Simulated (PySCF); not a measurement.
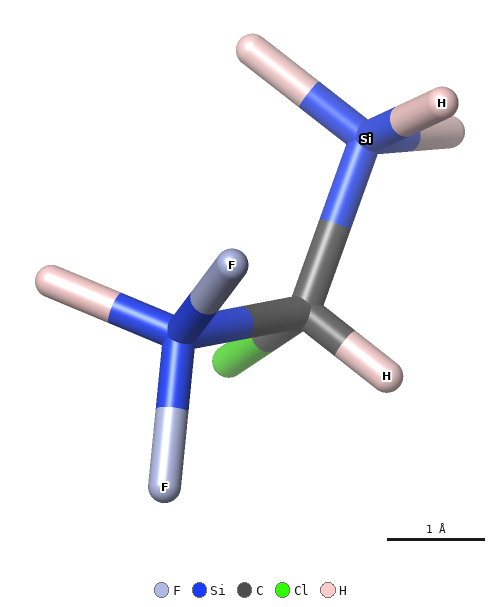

The input geometry (stick view, seen at a tilt).

## CH₅ClF₂Si₂: NMR shielding calculation

- system: CH₅ClF₂Si₂
- method: GIAO LC-wPBE/pcSseg-1 NMR shielding, non-relativistic, gas phase (PySCF 2.14.0)

The geometry comes from this level: PBE0-D3(BJ)/def2-SVP. Figures and captions count atoms from 1; the log counts them from 0 in places.

### Input file
```
{"job": {"kind": "nmr", "xc": "LC-wPBE", "basis": "pcSseg-1", "pop": false}, "charge": 0, "multiplicity": 1}
F      0.974644     0.764484    -1.032013
Si     1.455207    -0.569792    -0.256895
F      2.509459    -1.311234    -1.224663
C     -0.048156    -1.640099     0.004433
Si    -1.566791    -0.749720     0.720416
Cl     0.461022    -2.941991     1.149993
H      2.130242    -0.192620     0.999793
H     -0.326202    -2.124851    -0.946253
H     -2.601254    -1.766780     1.059435
H     -2.087781     0.208320    -0.297934
H     -1.152354    -0.011677     1.948560
```

The first line tells a small driver script what to run in PySCF; the rest is the geometry in Å.

Machine: 1 CPU thread, shared host.

Run as:
```bash
OMP_NUM_THREADS=1 python <driver script> task.json out
```

### What the program printed
```
coarse grid: 11232 points
cycle   1  E = -1279.4151470633  dE =  3.582e-01  |g| = 8.044e-01  |ddm| = 2.947e+00
cycle   2  E = -1279.4246677835  dE = -9.521e-03  |g| = 9.056e-01  |ddm| = 1.083e+00
cycle   3  E = -1279.5419965014  dE = -1.173e-01  |g| = 5.007e-02  |ddm| = 4.747e-01
cycle   4  E = -1279.5427530442  dE = -7.565e-04  |g| = 1.973e-02  |ddm| = 8.738e-02
cycle   5  E = -1279.5428556307  dE = -1.026e-04  |g| = 6.346e-03  |ddm| = 3.353e-02
cycle   6  E = -1279.5428649407  dE = -9.310e-06  |g| = 1.845e-03  |ddm| = 9.627e-03
final grid: 96880 points
cycle   7  E = -1279.6166262321  dE = -4.948e-05  |g| = 9.330e-03  |ddm| = 2.081e-02
cycle   8  E = -1279.6166267189  dE = -4.868e-07  |g| = 8.786e-03  |ddm| = 8.031e-03
cycle   9  E = -1279.6166355978  dE = -8.879e-06  |g| = 9.423e-04  |ddm| = 3.994e-03
cycle  10  E = -1279.6166357108  dE = -1.131e-07  |g| = 1.276e-04  |ddm| = 7.109e-04
cycle  11  E = -1279.6166357188  dE = -7.972e-09  |g| = 3.287e-05  |ddm| = 3.616e-04
cycle  12  E = -1279.6166357193  dE = -5.393e-10  |g| = 1.906e-05  |ddm| = 9.033e-05
```

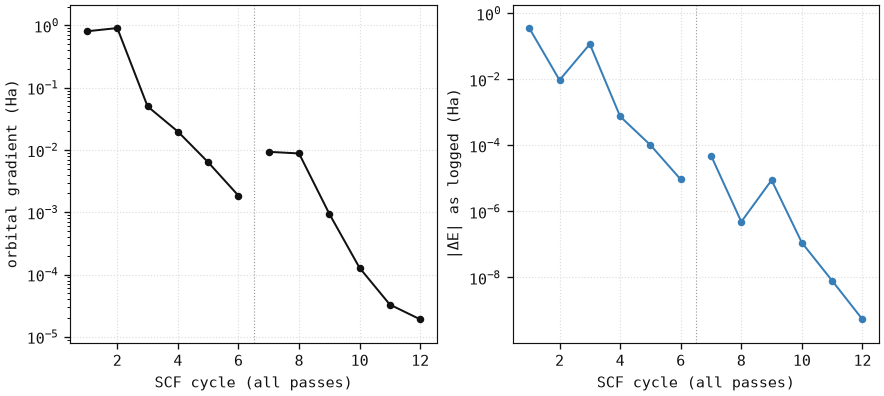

Convergence of the self-consistent field: orbital gradient and size of the energy change against the SCF cycle. The dotted line marks the change from a coarse to the final integration grid. The first 6 cycles use a coarse grid, the final grid takes over at cycle 7, and the field converges after 12 cycles in all.

```
converged SCF energy = -1279.6166357193

GIAO shielding tensors (ppm)
atom      isotropic    diamagn.    paramagn.     s11        s22        s33       span
  0 F      328.391     471.986    -143.595    264.717    347.702    372.754    108.037
  1 Si     363.699     877.174    -513.475    327.525    361.738    401.834     74.308
  2 F      338.860     466.957    -128.097    272.611    351.359    392.612    120.001
  3 C      166.272     260.702     -94.430    150.166    150.734    197.916     47.750
  4 Si     419.548     879.203    -459.655    384.607    411.510    462.527     77.920
  5 Cl     938.981    1145.457    -206.477    826.805    880.634   1109.503    282.698
  6 H       26.565      28.345      -1.780     23.306     24.493     31.896      8.591
  7 H       28.892      30.753      -1.860     24.488     26.848     35.341     10.853
  8 H       27.303      28.103      -0.800     23.481     25.626     32.801      9.319
  9 H       27.228      29.132      -1.903     23.264     25.504     32.917      9.653
 10 H       27.429      28.777      -1.348     24.140     25.898     32.248      8.107
```

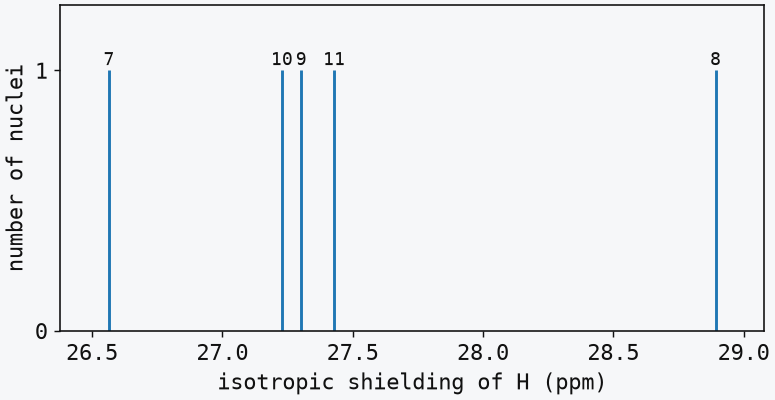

Isotropic shieldings of the hydrogen nuclei in this fixed geometry, labelled by atom number; shielding grows to the right, so chemical shift grows to the left. The least shielded is H7 (26.6 ppm), the most shielded H8 (28.9 ppm).

### Summary

| quantity | value |
| --- | --- |
| outcome | converged |
| total energy | −1279.616636 hartree |
| HOMO | −11.31 eV |
| LUMO | 1.80 eV |
| dipole moment | 1.55 D |
| isotropic shielding, F | 328.4 to 338.9 ppm |
| isotropic shielding, Si | 363.7 to 419.5 ppm |
| isotropic shielding, C | 166.3 ppm |
| isotropic shielding, Cl | 939.0 ppm |
| isotropic shielding, H | 26.6 to 28.9 ppm |
| wall time | 23 s |
| peak memory | 0.82 GiB |
